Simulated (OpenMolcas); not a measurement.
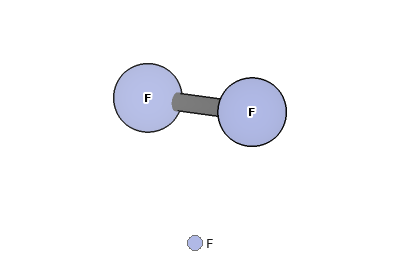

The molecule at the reference distance of 1.285 Å.

**Relativistic diatomic calculation: F₂⁺ (part 1 of 2)**

- system: F₂⁺.
- method: SA-CASSCF(9,6)/XMS-CASPT2 + RASSI spin-orbit (X2C scalar, AMFI), ANO-RCC-VTZP (OpenMolcas)

**Summary**

```tsv
quantity	value
outcome	converged; components of a degenerate state are split by 693 cm⁻¹
lowest spin-free state	²Π
lowest spin-orbit level	Ω = 3/2, −198.90007 hartree
next level	Ω = 1/2, 322 cm⁻¹
hardware	1 thread of Arm Neoverse V1, 24 GiB of memory available, shared host
wall time	13 s
```

**Remarks**

To bear in mind: the two components of ⁴Δ at 7.43 eV, degenerate in CASSCF as they must be, are split by 693 cm⁻¹ in XMS-CASPT2, an artefact that passes into its spin-orbit levels; 10 of the 40 spin-orbit states have no clean Ω, so their splittings aren't to be trusted.

**Input**
```
&GATEWAY
Coord
2
angstrom
F 0.0 0.0 0.0
F 0.0 0.0 1.2850
Basis=ANO-RCC-VTZP
Group=XY
RX2C
AMFI
ANGMom
0.0 0.0 0.0
RICD
&SEWARD
&GUESSORB
&RASSCF
FileOrb=$CurrDir/o22.orb
Symmetry=2
Spin=2
nActEl=9 0 0
Inactive=4 0
RAS2=2 4
CIRoot=4 4 1
Linear
Iterations=120 100
OrbListing=Nothing
PRWF=0.15
>>COPY $Project.RasOrb $CurrDir/o22.orb
>>COPY $Project.rasscf.h5 $CurrDir/r22.h5
&CASPT2
XMultistate=all
Imaginary=0.2
IPEA=0.25
MaxIter=40
>>COPY $Project.JobMix JOB001
&RASSCF
FileOrb=$CurrDir/o41.orb
Symmetry=1
Spin=4
nActEl=9 0 0
Inactive=4 0
RAS2=2 4
CIRoot=4 4 1
Linear
Iterations=120 100
OrbListing=Nothing
PRWF=0.15
>>COPY $Project.RasOrb $CurrDir/o41.orb
>>COPY $Project.rasscf.h5 $CurrDir/r41.h5
&CASPT2
XMultistate=all
Imaginary=0.2
IPEA=0.25
MaxIter=40
>>COPY $Project.JobMix JOB002
&RASSCF
FileOrb=$CurrDir/o21.orb
Symmetry=1
Spin=2
nActEl=9 0 0
Inactive=4 0
RAS2=2 4
CIRoot=8 8 1
Linear
Iterations=120 100
OrbListing=Nothing
PRWF=0.15
>>COPY $Project.RasOrb $CurrDir/o21.orb
>>COPY $Project.rasscf.h5 $CurrDir/r21.h5
&CASPT2
XMultistate=all
Imaginary=0.2
IPEA=0.25
MaxIter=40
>>COPY $Project.JobMix JOB003
&RASSI
Nr of JobIphs=3 4 4 8
1 2 3 4
1 2 3 4
1 2 3 4 5 6 7 8
SpinOrbit
EJob
Omega
MEES
MESO
Properties=4
'AngMom' 3 'Mltpl  1' 1 'Mltpl  1' 2 'Mltpl  1' 3
Thrs=1.0d-4
>>COPY $Project.rassi.h5 $CurrDir/so.h5
```

The first orbital files come from an earlier step.

Launched with:
```bash
pymolcas m.inp (one call a module block, same work directory)
```

**Log (extracts)**
```
++    Wave function specifications:
      Number of closed shell electrons           8
      Number of electrons in active shells       9
      Number of inactive orbitals                4
      Number of active orbitals                  6
      Number of secondary orbitals              50
      Spin quantum number                      0.5
      State symmetry                             2
++    Orbital specifications:
      Symmetry species                           1   2
                                                 a   b
      Frozen orbitals                            0   0
      Inactive orbitals                          4   0
      Active orbitals                            2   4
      RAS2 orbitals                              2   4
      Secondary orbitals                        26  24
      Number of basis functions                 32  28
      printout of CI-coefficients larger than  0.15 for root  1
      energy=    -198.491839
      conf/sym  11 2222     Coeff  Weight
            25  ud 22u2  -0.21838 0.04769
            35  02 u222   0.96248 0.92637
      printout of CI-coefficients larger than  0.15 for root  2
      energy=    -198.491839
      conf/sym  11 2222     Coeff  Weight
            24  ud 222u   0.21838 0.04769
            29  02 2u22  -0.96248 0.92637
      printout of CI-coefficients larger than  0.15 for root  3
      energy=    -198.313450
      conf/sym  11 2222     Coeff  Weight
            26  ud 2u22   0.31479 0.09910
            27  02 222u  -0.93316 0.87079
      printout of CI-coefficients larger than  0.15 for root  4
      energy=    -198.313450
      conf/sym  11 2222     Coeff  Weight
            28  02 22u2   0.93316 0.87079
            34  ud u222  -0.31479 0.09910
      Natural orbitals and occupation numbers for root  1
      sym 1:   0.097928   1.908396
      sym 2:   1.049688   1.996543   1.948364   1.999080
      Natural orbitals and occupation numbers for root  2
      sym 1:   0.097928   1.908396
      sym 2:   1.996543   1.049688   1.999080   1.948364
      Natural orbitals and occupation numbers for root  3
      sym 1:   0.148630   1.864165
      sym 2:   1.995721   1.882377   1.998392   1.110716
      Natural orbitals and occupation numbers for root  4
      sym 1:   0.148630   1.864165
      sym 2:   1.882377   1.995721   1.110716   1.998392
      RASSCF energy for state  4                   -198.31344973
::    RASSCF root number  1 Total energy:   -198.49183910
::    RASSCF root number  2 Total energy:   -198.49183910
::    RASSCF root number  3 Total energy:   -198.31344973
::    RASSCF root number  4 Total energy:   -198.31344973
      Von Neumann Entropy (Root   1) =  0.80568
++    Wave function specifications:
      Number of closed shell electrons           4
      Number of electrons in active shells       9
      Number of inactive orbitals                2
      Number of active orbitals                  6
      Number of secondary orbitals              50
      Spin quantum number                      0.5
      State symmetry                             2
      Number of CSFs                            36
      Number of CASSCF root(s) available         4
      CASPT2 state passed to geometry opt.       4
      A file JOBMIX will be created
      This is a MULTI-STATE CASSCF reference
      Number of CI roots used                    4
      These are:                                 1   2   3   4
      Off-diagonal elements of Heff are computed
  FINAL CASPT2 RESULT:
      Reference energy:        -198.4918390954
      E2 (Non-variational):      -0.4067798799
      Shift correction:          -0.0007135414
      E2 (Variational):          -0.4074934213
      Total energy:            -198.8993325167
      Reference weight:           0.93292
  FINAL CASPT2 RESULT:
      Reference energy:        -198.4918390952
      E2 (Non-variational):      -0.4067798851
      Shift correction:          -0.0007135417
      E2 (Variational):          -0.4074934268
      Total energy:            -198.8993325220
      Reference weight:           0.93292
  FINAL CASPT2 RESULT:
      Reference energy:        -198.3134497266
      E2 (Non-variational):      -0.4091008939
      Shift correction:          -0.0008319187
      E2 (Variational):          -0.4099328126
      Total energy:            -198.7233825392
      Reference weight:           0.93129
  FINAL CASPT2 RESULT:
      Reference energy:        -198.3134497266
      E2 (Non-variational):      -0.4091008875
      Shift correction:          -0.0008319178
      E2 (Variational):          -0.4099328053
      Total energy:            -198.7233825319
      Reference weight:           0.93129
       Total XMS-CASPT2 energies:
::    XMS-CASPT2 Root  1     Total energy:   -198.89933252
::    XMS-CASPT2 Root  2     Total energy:   -198.89933252
::    XMS-CASPT2 Root  3     Total energy:   -198.72338254
::    XMS-CASPT2 Root  4     Total energy:   -198.72338253
++    Wave function specifications:
      Number of closed shell electrons           8
      Number of electrons in active shells       9
      Number of inactive orbitals                4
      Number of active orbitals                  6
      Number of secondary orbitals              50
      Spin quantum number                      1.5
      State symmetry                             1
      printout of CI-coefficients larger than  0.15 for root  1
      energy=    -198.336012
      conf/sym  11 2222     Coeff  Weight
             4  u2 22uu   0.29762 0.08858
            12  u2 uu22  -0.94025 0.88406
      printout of CI-coefficients larger than  0.15 for root  2
      energy=    -198.223553
      conf/sym  11 2222     Coeff  Weight
             5  u2 2u2u  -0.67774 0.45933
             6  u2 2uu2  -0.20168 0.04067
            10  u2 u22u  -0.20168 0.04067
            11  u2 u2u2   0.67774 0.45933
      printout of CI-coefficients larger than  0.15 for root  3
      energy=    -198.223553
      conf/sym  11 2222     Coeff  Weight
             5  u2 2u2u   0.20168 0.04067
             6  u2 2uu2  -0.67774 0.45933
            10  u2 u22u  -0.67774 0.45933
            11  u2 u2u2  -0.20168 0.04067
      printout of CI-coefficients larger than  0.15 for root  4
      energy=    -198.220175
      conf/sym  11 2222     Coeff  Weight
             5  u2 2u2u   0.70711 0.50000
            11  u2 u2u2   0.70711 0.50000
      Natural orbitals and occupation numbers for root  1
      sym 1:   1.027361   1.972639
      sym 2:   1.102259   1.102259   1.897741   1.897741
      Natural orbitals and occupation numbers for root  2
      sym 1:   1.000000   2.000000
      sym 2:   1.500000   1.500000   1.500000   1.500000
      Natural orbitals and occupation numbers for root  3
      sym 1:   1.000000   2.000000
      sym 2:   1.500000   1.500000   1.500000   1.500000
      Natural orbitals and occupation numbers for root  4
      sym 1:   1.000000   2.000000
      sym 2:   1.500000   1.500000   1.500000   1.500000
      RASSCF energy for state  4                   -198.22017459
::    RASSCF root number  1 Total energy:   -198.33601185
::    RASSCF root number  2 Total energy:   -198.22355335
::    RASSCF root number  3 Total energy:   -198.22355335
::    RASSCF root number  4 Total energy:   -198.22017459
      Von Neumann Entropy (Root   1) =  1.60440
++    Wave function specifications:
      Number of closed shell electrons           4
      Number of electrons in active shells       9
      Number of inactive orbitals                2
      Number of active orbitals                  6
      Number of secondary orbitals              50
      Spin quantum number                      1.5
      State symmetry                             1
      Number of CSFs                            12
      Number of CASSCF root(s) available         4
      CASPT2 state passed to geometry opt.       4
      A file JOBMIX will be created
      This is a MULTI-STATE CASSCF reference
      Number of CI roots used                    4
      These are:                                 1   2   3   4
      Off-diagonal elements of Heff are computed
  FINAL CASPT2 RESULT:
      Reference energy:        -198.3360118459
      E2 (Non-variational):      -0.4155078932
      Shift correction:          -0.0008395603
      E2 (Variational):          -0.4163474534
      Total energy:            -198.7523592994
      Reference weight:           0.92876
  FINAL CASPT2 RESULT:
      Reference energy:        -198.2235533535
      E2 (Non-variational):      -0.4051361580
      Shift correction:          -0.0006402254
      E2 (Variational):          -0.4057763834
      Total energy:            -198.6293297369
      Reference weight:           0.93512
  FINAL CASPT2 RESULT:
      Reference energy:        -198.2235533535
      E2 (Non-variational):      -0.4019964481
      Shift correction:          -0.0006148787
      E2 (Variational):          -0.4026113267
      Total energy:            -198.6261646803
      Reference weight:           0.93639
  FINAL CASPT2 RESULT:
      Reference energy:        -198.2201745850
      E2 (Non-variational):      -0.4051361428
      Shift correction:          -0.0006402233
      E2 (Variational):          -0.4057763661
      Total energy:            -198.6259509511
      Reference weight:           0.93512
       Total XMS-CASPT2 energies:
::    XMS-CASPT2 Root  1     Total energy:   -198.75235930
::    XMS-CASPT2 Root  2     Total energy:   -198.62932302
::    XMS-CASPT2 Root  3     Total energy:   -198.62616434
::    XMS-CASPT2 Root  4     Total energy:   -198.62595801
++    Wave function specifications:
      Number of closed shell electrons           8
      Number of electrons in active shells       9
      Number of inactive orbitals                4
      Number of active orbitals                  6
      Number of secondary orbitals              50
      Spin quantum number                      0.5
      State symmetry                             1
      printout of CI-coefficients larger than  0.15 for root  1
      energy=    -198.276201
      conf/sym  11 2222     Coeff  Weight
            10  u2 2220   0.25574 0.06540
            15  u2 2202  -0.25574 0.06540
            18  u2 2022  -0.65068 0.42338
            32  u2 0222   0.65068 0.42338
      printout of CI-coefficients larger than  0.15 for root  2
      energy=    -198.276201
      conf/sym  11 2222     Coeff  Weight
            11  u2 22du  -0.18084 0.03270
            13  u2 22ud  -0.31322 0.09811
            24  u2 du22   0.46010 0.21169
            30  u2 ud22   0.79692 0.63508
      printout of CI-coefficients larger than  0.15 for root  3
      energy=    -198.256226
      conf/sym  11 2222     Coeff  Weight
            10  u2 2220   0.29432 0.08663
            15  u2 2202   0.29432 0.08663
            18  u2 2022  -0.63610 0.40462
            32  u2 0222  -0.63610 0.40462
      printout of CI-coefficients larger than  0.15 for root  4
      energy=    -198.241711
      conf/sym  11 2222     Coeff  Weight
            11  u2 22du  -0.22952 0.05268
            24  u2 du22   0.81638 0.66647
            30  u2 ud22  -0.47133 0.22216
      printout of CI-coefficients larger than  0.15 for root  5
      energy=    -198.220334
      conf/sym  11 2222     Coeff  Weight
            34  0u 2222  -0.98503 0.97028
      printout of CI-coefficients larger than  0.15 for root  6
      energy=    -198.193890
      conf/sym  11 2222     Coeff  Weight
            16  u2 2du2  -0.33104 0.10958
            17  u2 2ud2  -0.62286 0.38796
            22  u2 d22u   0.33104 0.10958
            28  u2 u22d   0.62286 0.38796
      printout of CI-coefficients larger than  0.15 for root  7
      energy=    -198.126963
      conf/sym  11 2222     Coeff  Weight
            12  u2 2d2u  -0.59337 0.35209
            14  u2 2u2d   0.37223 0.13855
            23  u2 d2u2   0.59337 0.35209
            29  u2 u2d2  -0.37223 0.13855
      printout of CI-coefficients larger than  0.15 for root  8
      energy=    -198.126963
      conf/sym  11 2222     Coeff  Weight
            16  u2 2du2  -0.59337 0.35209
            17  u2 2ud2   0.37223 0.13855
            22  u2 d22u  -0.59337 0.35209
            28  u2 u22d   0.37223 0.13855
      Natural orbitals and occupation numbers for root  1
      sym 1:   1.022367   1.977633
      sym 2:   1.142043   1.142043   1.857957   1.857957
      Natural orbitals and occupation numbers for root  2
      sym 1:   1.022367   1.977633
      sym 2:   1.142043   1.142043   1.857957   1.857957
      Natural orbitals and occupation numbers for root  3
      sym 1:   1.015931   1.980920
      sym 2:   1.182791   1.182791   1.818784   1.818784
      Natural orbitals and occupation numbers for root  4
      sym 1:   1.041132   1.958868
      sym 2:   1.090807   1.090807   1.909193   1.909193
      Natural orbitals and occupation numbers for root  5
      sym 1:   0.039956   1.019485
      sym 2:   1.982098   1.982098   1.988181   1.988181
      Natural orbitals and occupation numbers for root  6
      sym 1:   1.004787   1.995213
      sym 2:   1.498084   1.498084   1.501916   1.501916
      Natural orbitals and occupation numbers for root  7
      sym 1:   1.006916   1.993084
      sym 2:   1.497447   1.497447   1.502553   1.502553
      Natural orbitals and occupation numbers for root  8
      sym 1:   1.006916   1.993084
      sym 2:   1.497447   1.497447   1.502553   1.502553
      RASSCF energy for state  8                   -198.12696284
::    RASSCF root number  1 Total energy:   -198.27620071
::    RASSCF root number  2 Total energy:   -198.27620071
::    RASSCF root number  3 Total energy:   -198.25622622
::    RASSCF root number  4 Total energy:   -198.24171068
::    RASSCF root number  5 Total energy:   -198.22033433
::    RASSCF root number  6 Total energy:   -198.19389015
::    RASSCF root number  7 Total energy:   -198.12696284
::    RASSCF root number  8 Total energy:   -198.12696284
      Von Neumann Entropy (Root   1) =  1.63159
++    Wave function specifications:
      Number of closed shell electrons           4
      Number of electrons in active shells       9
      Number of inactive orbitals                2
      Number of active orbitals                  6
      Number of secondary orbitals              50
      Spin quantum number                      0.5
      State symmetry                             1
      Number of CSFs                            34
      Number of CASSCF root(s) available         8
      CASPT2 state passed to geometry opt.       8
      A file JOBMIX will be created
      This is a MULTI-STATE CASSCF reference
      Number of CI roots used                    8
      These are:                                 1   2   3   4   5   6   7   8
      Off-diagonal elements of Heff are computed
  FINAL CASPT2 RESULT:
      Reference energy:        -198.2762007117
      E2 (Non-variational):      -0.4158657976
      Shift correction:          -0.0007698915
      E2 (Variational):          -0.4166356892
      Total energy:            -198.6928364008
      Reference weight:           0.93044
  FINAL CASPT2 RESULT:
      Reference energy:        -198.2762007117
      E2 (Non-variational):      -0.4156879826
      Shift correction:          -0.0007688890
      E2 (Variational):          -0.4164568716
      Total energy:            -198.6926575832
      Reference weight:           0.93051
  FINAL CASPT2 RESULT:
      Reference energy:        -198.2562262230
      E2 (Non-variational):      -0.4152520688
      Shift correction:          -0.0008164638
      E2 (Variational):          -0.4160685326
      Total energy:            -198.6722947556
      Reference weight:           0.93007
  FINAL CASPT2 RESULT:
      Reference energy:        -198.2417106837
      E2 (Non-variational):      -0.4252039917
      Shift correction:          -0.0008674659
      E2 (Variational):          -0.4260714576
      Total energy:            -198.6677821412
      Reference weight: SPIN-FREE ENERGIES:
  (Shifted by EMIN (a.u.) =       -198.8993325220)
 SF State       Relative EMIN(au)   Rel lowest level(eV)    D:o, cm**(-1)      Abs_M
     1             0.0000000000        0.0000000000              0.0000         1.0
     2             0.0000000053        0.0000001454              0.0012         1.0
     5             0.1469732227        3.9993451294          32256.8939         0.0
     3             0.1759499828        4.7878429429          38616.5576         1.0
     4             0.1759499902        4.7878431421          38616.5592         1.0
     9             0.2064869603        5.6187964312          45318.6495         2.0
    10             0.2066840997        5.6241608676          45361.9166         2.0
    11             0.2270377664        6.1780123528          49829.0301         0.0
    12             0.2315188298        6.2999483008          50812.5098         0.0
    13             0.2315503809        6.3008068498          50819.4345         0.0
     6             0.2700095044        7.3473329151          59260.2364         2.0
     7             0.2731681837        7.4332849577          59953.4864         2.0
     8             0.2733745096        7.4388993702          59998.7697         0.0
    14             0.2949929279        8.0271665015          64743.4641         0.0
    15             0.3609421498        9.8217362513          79217.6453         2.0
    16             0.3610166293        9.8237629402          79233.9916         2.0
```

(Continued in part 2.)
